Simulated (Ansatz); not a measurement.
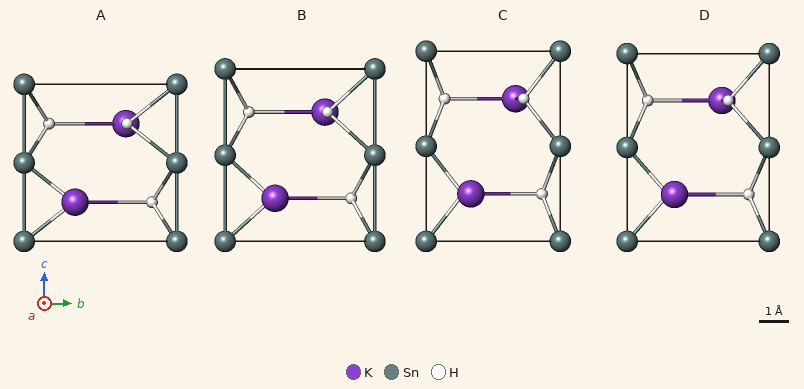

4 geometries from one relaxation of crystalline KSnH$_{3}$ (built on the KVCl3-194 type type), in shuffled order. A ball-and-stick model of the cell of the calculation, seen along the a axis.

Method: Ansatz 0.2.0, DFT, PBEsol, plane waves, PAW. (plane-wave cutoff 420 eV; k-point mesh 6 × 6 × 6; occupations fermi dirac; smearing width 0.03 eV; no spin polarisation; cell and atoms relaxed; force threshold 0.01 eV/Å; at most 120 steps)

Question: Order the frames from highest to lowest energy.

Answer: A, B, D, C. They are steps 0, 2, 4, 12, at +1.943 eV per cell of the calculation, +1.274 eV per cell of the calculation, +0.360 eV per cell of the calculation relative to the last. The largest moves relative to the cell, 0.25 Å, are those of H atoms. K and Sn stay in place. The volume changes by −6.5 %, with a = b 6.240 → 5.482 Å (−12.1 %), c 5.559 → 6.734 Å (+21.1 %). Near-neighbour distances that change, for instance: Sn–Sn 2.779 → 3.367 Å, H–K 3.120 → 2.756 Å, H–Sn 2.243 → 2.127 Å. The space group stays P6_3/mmc (No. 194). Over 10 accepted moves (12 points after the start) the energy falls by 1.943 eV per cell of the calculation. Largest force component: 0.041 eV/Å at the start, 0.00079 eV/Å at the end. Pressure: 2.28 GPa at the start and 0.00 GPa at the end. The SCF was repeated twice at an unchanged geometry on a basis and grid sized afresh for the cell, which shifted the energy by 29.1 meV per cell of the calculation at most. Cost: 33 s on 4 threads of Arm Neoverse V1 (shared host), peak memory 0.61 GiB.
